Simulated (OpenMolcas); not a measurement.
**CHClFGeN (SMILES N#[C][GeH]([F])[Cl]) at 6 levels**

We compute a comparison of 6 runs (HF/3-21G, B2PLYP/cc-pVDZ, M06-L/cc-pVDZ, PBE/cc-pVDZ, PBE0/cc-pVDZ, CCSD(T)/cc-pVDZ) of CHClFGeN. 

The results are computed with OpenMolcas 26.06.

1 further run of the same task is left out (it didn't finish).

## 1. The structure to begin with

CHClFGeN: 6 atoms, total charge 0, spin state singlet. As SMILES, `N#[C][GeH]([F])[Cl]`. The Ge3–F4 distance was set to 3.092 Å, away from the relaxed value. At this shape a bond of the SMILES string is far longer than usual.

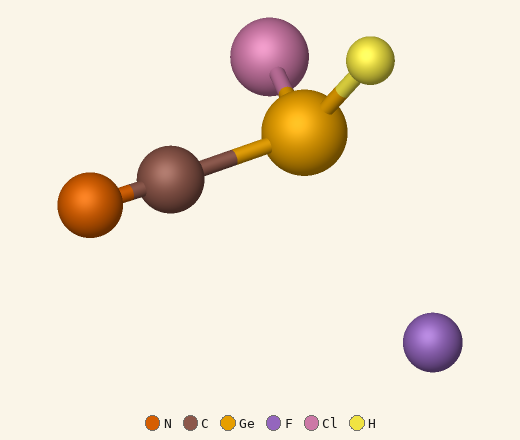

Viewed from a chosen angle; nitrogen orange, carbon brown, germanium amber, fluorine purple, chlorine pink, hydrogen yellow.

## 2. The energy at HF/3-21G (run 1)

Input file calc.inp:

```
>>> EXPORT MOLCAS_PRINT=2

&GATEWAY
 BasLib
 $CurrDir
 BasisSet
 N.3-21G....
 N1 -2.363995 -2.127723 0.338134 angstrom
 End of Basis
 BasisSet
 C.3-21G....
 C2 -1.871095 -1.088023 0.347534 angstrom
 End of Basis
 BasisSet
 Ge.3-21G....
 Ge3 -1.089995 0.657177 0.415134 angstrom
 End of Basis
 BasisSet
 F.3-21G....
 F4 1.896000 0.253800 -0.276600 angstrom
 End of Basis
 BasisSet
 Cl.3-21G....
 Cl5 -1.954695 1.827377 -1.116466 angstrom
 End of Basis
 BasisSet
 H.3-21G....
 H6 -1.209795 1.309677 1.783234 angstrom
 End of Basis

&SEWARD

&SCF
 Thresholds
 1e-10 1e-07 1e-07 1e-05
 PrOrbitals
 1 2
```

The basis set 3-21G is read from a file made from the Basis Set Exchange's data (not shown).

The run is started by

```sh
export MOLCAS_MEM=1860
pymolcas calc.inp > calc.log
```

Output:

```text
--- Start Module: gateway ---
[...]
--- Stop Module: gateway /rc=_RC_ALL_IS_WELL_ ---
--- Start Module: seward ---
[...]
      Basis functions           64
--- Stop Module: seward /rc=_RC_ALL_IS_WELL_ ---
--- Start Module: scf ---
[...]
       Convergence after  21 Iterations
[...]
::    Total SCF energy                              -2713.7741006391
[...]
      Total spin, S                                     0.0000000000
[...]
      Total electronic charge=   72.000000
      Total            charge=   -0.000000
[...]
      Dipole Moment (debye):
      Origin of the operator (angstrom)=   -1.0954    0.4892   -0.0188
                   X= -4.0831E+00               Y=  2.1448E+00               Z=  3.1310E+00           Total=  5.5745E+00
      Quadrupole Moment (debye*angstrom):
[...]
--- Stop Module: scf /rc=_RC_ALL_IS_WELL_ ---
[...]
```

It took 2.7 s on 1 thread of Intel Xeon 6975P-C (Granite Rapids), shared host; peak memory 0.4 GiB.

## 3. A single-point energy at B2PLYP/cc-pVDZ (run 2)

Input file mol.xyz:

```xyz
6

N     -2.363995    -2.127723     0.338134
C     -1.871095    -1.088023     0.347534
Ge    -1.089995     0.657177     0.415134
F      1.896000     0.253800    -0.276600
Cl    -1.954695     1.827377    -1.116466
H     -1.209795     1.309677     1.783234
```

Input file calc.input:

```
>>> EXPORT MOLCAS_PRINT=2

&GATEWAY
  BASLIB
  $CurrDir
  COORD
  mol.xyz
  BASIS
  cc-pVDZ
  GROUP
  NoSym

&SEWARD
  GRIDINPUT
  Grid=UltraFine
  End of Grid

&SCF
  KSDFT
  B2PLYP_SCF
  THRESHOLDS
  1e-10 1e-07 1e-07 1e-05
  PRORBITALS
  0

&MBPT2
  FROZEN
  17
```

The basis set cc-pVDZ is read from a file made from the Basis Set Exchange's data (not shown).

The run is started by

```sh
export MOLCAS_MEM=1860
pymolcas calc.input > calc.log
```

Output:

```text
--- Start Module: gateway ---
[...]
--- Stop Module: gateway /rc=_RC_ALL_IS_WELL_ ---
[...]
      Basis functions           92
[...]
--- Start Module: scf ---
[...]
       Convergence after  18 Iterations
[...]
::    Total KS-DFT energy                           -2729.4028936267
[...]
      Total spin, S                                     0.0000000000
[...]
      Total electronic charge=   72.000000
      Total            charge=   -0.000000
[...]
      Dipole Moment (debye):
      Origin of the operator (angstrom)=   -1.0954    0.4892   -0.0188
                   X= -4.8446E+00               Y=  2.9081E+00               Z=  2.3070E+00           Total=  6.1033E+00
      Quadrupole Moment (debye*angstrom):
[...]
--- Stop Module: scf /rc=_RC_ALL_IS_WELL_ ---
[...]
--- Start Module: mbpt2 ---
[...]
 ###    WARNING: MP2 implementation intended for RHF references only         ###
 ###############################################################################
MBPT2 WARNING: Reference function according to RunFile:KS-DFT
I'll assume you know what you're doing and continue
WARNING!
Default frozen orbitals as non valence orbitals is overwritten by user input.
Default values:  22
[...]
       Reference weight ( Cref**2 )         =        0.62713
::    Total MBPT2 energy                            -2730.3550987754
[...]
      Total MBPT2 calculations                           0.27      0.32
--- Stop Module: mbpt2 /rc=_RC_ALL_IS_WELL_ ---
[...]
```

Run time: 20 s. Hardware: 1 thread of Intel Xeon 6975P-C (Granite Rapids), shared host; peak memory 0.51 GiB.

Runs 3 to 5 aren't shown in full; the table further down has their settings and results.

## 4. A single-point energy at CCSD(T)/cc-pVDZ (run 6)

Input file test.input:

```
* CHClFGeN CCSD(T)
&GATEWAY
BasLib=$CurrDir
Coord
6
angstrom
N       -2.363995      -2.127723       0.338134
C       -1.871095      -1.088023       0.347534
Ge      -1.089995       0.657177       0.415134
F        1.896000       0.253800      -0.276600
Cl      -1.954695       1.827377      -1.116466
H       -1.209795       1.309677       1.783234
Basis=cc-pVDZ
Group=NoSym
&SEWARD
&SCF
Thresholds=1e-10 1e-07 1e-07 1e-05
PrOrbitals=1 1
&RASSCF
FileOrb=$Project.ScfOrb
Spin=1
Nactel=0 0 0
Inactive=36
Ras2=0
OutOrbitals=Canonical
OrbListing=Nothing
&MOTRA
JobIph
Frozen=17
&CCSDT
CCT
Triples=2
Iterations=80
Accuracy=1e-08
Extrapolation=5 4
```

The basis set cc-pVDZ is read from a file made from the Basis Set Exchange's data (not shown).

The run is started by

```sh
export MOLCAS_MEM=1860
pymolcas test.input > test.log
```

Output:

```text
--- Start Module: gateway ---
[...]
--- Stop Module: gateway /rc=_RC_ALL_IS_WELL_ ---
[...]
      Basis functions           92
[...]
       Convergence after  18 Iterations
[...]
::    Total SCF energy                              -2727.0430466070
[...]
      Total spin, S                                     0.0000000000
[...]
      Number of active orbitals                  0
[...]
      Spin quantum number                      0.0
[...]
      Active orbitals                            0
[...]
      Number of CSFs                             1
[...]
      Number of root(s) required                 1
[...]
      Convergence after  4 iterations
[...]
      Natural orbitals and occupation numbers for root  1
      ************************************************************************************************************************
      *                                                    Final results                                                     *
      ************************************************************************************************************************
[...]
::    RASSCF root number  1 Total energy:  -2727.04304661
[...]
      Total electronic charge=   72.000000
      Total            charge=   -0.000000
[...]
      Dipole Moment (debye):
      Origin of the operator (angstrom)=   -1.0954    0.4892   -0.0188
                   X= -6.3806E+00               Y=  3.1385E+00               Z=  2.7535E+00           Total=  7.6253E+00
      Quadrupole Moment (debye*angstrom):
[...]
--- Start Module: motra ---
[...]
      *** WARNING: Default frozen orbitals is overwritten by user input.
      *** Default values:  22
[...]
--- Stop Module: motra /rc=_RC_ALL_IS_WELL_ ---
--- Start Module: ccsdt ---
[...]
      Convergence after                    38  Iterations
      Total energy (diff) :   -2727.80527866      -0.00000000
[...]
 METHOD                       : CCSD+T(CCSD)+<T3(1)WT1> = CCSD(T)
[...]
       CCSD     =     -2727.8052786649523
[...]
--- Stop Module: ccsdt /rc=_RC_ALL_IS_WELL_ ---
[...]
```

Wall time 2.1 min (1 thread of Intel Xeon 6975P-C (Granite Rapids), shared host); peak memory 0.51 GiB.

## 5. All runs side by side

```
run            level  frozen core orbitals  integration grid   energy (Eh)  dipole moment (D) of the reference  HOMO energy (eV)  LUMO energy (eV)  wall time
  1         HF/3-21G                     –                 –  -2713.774101                                5.57            -10.25             -2.18      2.7 s
  2   B2PLYP/cc-pVDZ                    17         UltraFine  -2729.659989                                6.10             -9.06             -4.23       20 s
  3    M06-L/cc-pVDZ                     –         UltraFine  -2730.302247                                5.20             -6.65             -5.82       35 s
  4      PBE/cc-pVDZ                     –         UltraFine  -2729.675855                                4.92             -6.05             -5.78       30 s
  5     PBE0/cc-pVDZ                     –         UltraFine  -2729.745778                                5.47             -8.14             -5.26       26 s
  6  CCSD(T)/cc-pVDZ                    17                 –  -2727.849051                                7.63            -10.67             -2.38    2.1 min
```

## 6. Results

```
                                           quantity           value
                                run 6: total energy  -2727.84905 Eh
          run 6: dipole moment (mean-field density)          7.63 D
         run 6: HOMO energy (Hartree–Fock orbitals)       -10.67 eV
         run 6: LUMO energy (Hartree–Fock orbitals)        -2.38 eV
       run 6: HOMO–LUMO gap (Hartree–Fock orbitals)         8.29 eV
run 6: correlation energy (17 core orbitals frozen)      -806.0 mEh
                              run 6: (T) correction      -43.77 mEh
```

In words: Over runs 1, 2, 3, 4, 5 the dipole moment (its size) runs from 4.92 D (PBE/cc-pVDZ) to 6.10 D (B2PLYP/cc-pVDZ). A double hybrid's value is that of its SCF part. Over runs 1, 2, 3, 4, 5 the HOMO–LUMO gap runs from 0.28 eV (PBE/cc-pVDZ) to 8.07 eV (HF/3-21G). The two ends differ in method and basis. For B2PLYP the log adds the whole second-order term; the table takes 0.27 of it, as the functional is defined. Totals of different functionals can't be ranked against each other. In runs 1, 2, 3, 4, 5, 6 a closed-shell determinant meets a far-stretched bond, which it describes badly. All runs together took 4 min, the longest 2.1 min.
